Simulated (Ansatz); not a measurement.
BP (zinc blende)

```cif
data_B4P4
_chemical_formula_sum 'P4 B4'
_space_group_name_H-M_alt 'F-43m'
_space_group_IT_number 216
_space_group_name_Hall 'F -4 2 3'
_cell_length_a 4.54842
_cell_length_b 4.54842
_cell_length_c 4.54842
_cell_angle_alpha 90.000
_cell_angle_beta 90.000
_cell_angle_gamma 90.000
loop_
_atom_site_label
_atom_site_type_symbol
_atom_site_symmetry_multiplicity
_atom_site_Wyckoff_symbol
_atom_site_fract_x
_atom_site_fract_y
_atom_site_fract_z
_atom_site_occupancy
P1 P 4 d 0.75000 0.75000 0.75000 1
B1 B 4 a 0.00000 0.00000 0.00000 1
```
(The calculation used a cell of 2 atoms; values per cell refer to that cell.)

This relaxed cell (volume V₀) is scaled evenly in all directions, its shape held. Symmetry pins the atoms to their sites.

These are PBE (plane waves to 420 eV, PAW, scalar-relativistic; Ansatz, an electronic-structure program) values and carry that method's errors. k mesh 13×13×13 (Γ-centred), Fermi-Dirac smearing 0.05 eV. Energies are smeared free energies. BP was relaxed with its symmetry unable to fall. ΔE is measured from the relaxed starting cell.

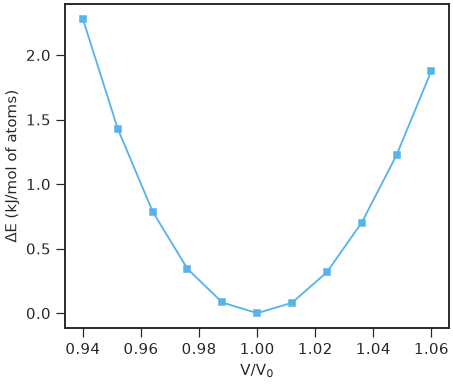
ΔE (kJ/mol of atoms) against V/V₀; markers are the computed points, lines only join them.

The pressure at the smallest volume is 11.3 GPa, the energy cost of the largest expansion is 19.5 meV/atom and the energy cost of the largest compression is 23.6 meV/atom. The equilibrium volume of the fit is 11.76 Å³/atom and the pressure for 5 % compression (fit) is 9.2 GPa.

P = (3B₀/2)(x⁷ − x⁵)[1 + ¾(B₀′ − 4)(x² − 1)] with x = (1/0.95)^(1/3), B₀ = 162 GPa and B₀′ = 3.82.

(A scan under strain: stresses follow from slopes of the energy per volume, elastic moduli from its curvatures.)
